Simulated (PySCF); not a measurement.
Vertical excitations of a molecule C3H4BFO from TDA-PBE/def2-SVPD (PySCF), as energy in eV (oscillator strength): 4.84 (0.000), 6.06 (0.002), 6.09 (0.001), 6.49 (0.005), 6.52 (0.208), 6.97 (0.000), 7.07 (0.028), 7.27 (0.060), 7.36 (0.001), 7.48 (0.737). Lowest triplet (TDA): 4.25 eV. Coordinates come from a B3LYP-D3(BJ)/def2-SVP optimisation. One conformer was computed; it need not be the lowest.

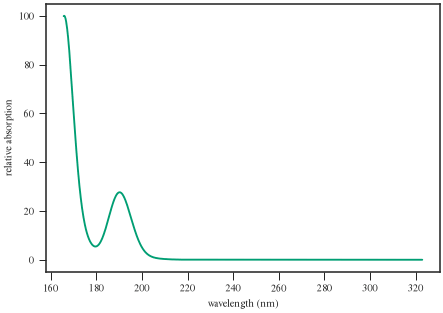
Fig. 1. The lines broadened by 0.4 eV.

### Question
Which molecule gave these data?
A) C=CB(F)C=O
B) O=C1CCB1F
C) C=C=CB(O)F
D) C#CB(F)OC

### Answer
C, C=C=CB(O)F
